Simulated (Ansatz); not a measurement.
The starting structures come from a database of crystals and need not be the phases stable at ambient conditions.

 Where the default PAW files enter, the runs use the earlier of Ansatz's two default sets.

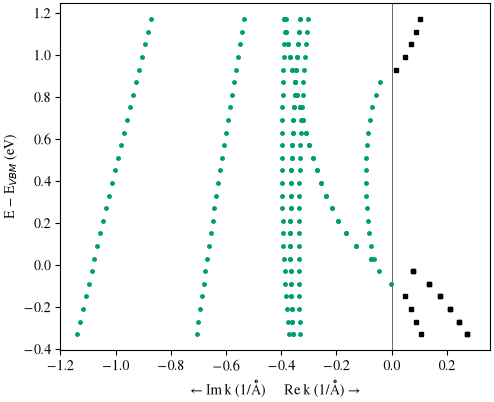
Figure: Complex bands at the centre of the two-dimensional zone; Ansatz (an electronic-structure program) with PBEsol

No gap correction and no spin-orbit coupling; mid-gap values are interpolated between computed energies.

This is Cd(InSe₂)₂ (I-4, not sure to be the ambient phase, 7 atoms a cell, 29.4 Å³ an atom) along the normal of (001). Read off the slowest decay at the centre of the two-dimensional zone at 0.45 eV, the computed energy nearest the middle of the gap.

κ ≈ 0.09 1/Å, a decay length 1/(2κ) of the density of 5.4 Å.
